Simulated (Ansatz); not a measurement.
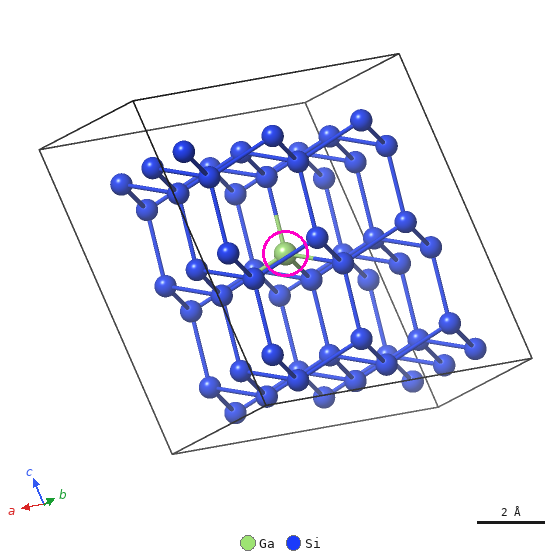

Ball-and-stick representation of a periodic structure, projected from a general direction. The box is the supercell; atoms on or close to its faces, edges and corners are drawn wherever they repeat. The host is Si, in a cell of 54 sites, and the cell is neutral. A ring marks the defect's site.

> Identify the point defect.

Gallium on a silicon site (a substitutional impurity). It is bonded to four Si in a tetrahedral arrangement at about 2.4 Å.

Calculation details: Ansatz, DFT PBE, scalar-relativistic, plane waves, PAW; a cutoff energy of 420 eV, k-grid 2×2×2, Gaussian smearing of 0.01 eV, collinear spins.

> Does the cell have a net magnetic moment?

Yes, 0.2 μB in the cell.

The atoms were relaxed in the host's cell with DFT PBE, scalar-relativistic, plane waves, PAW (Ansatz).
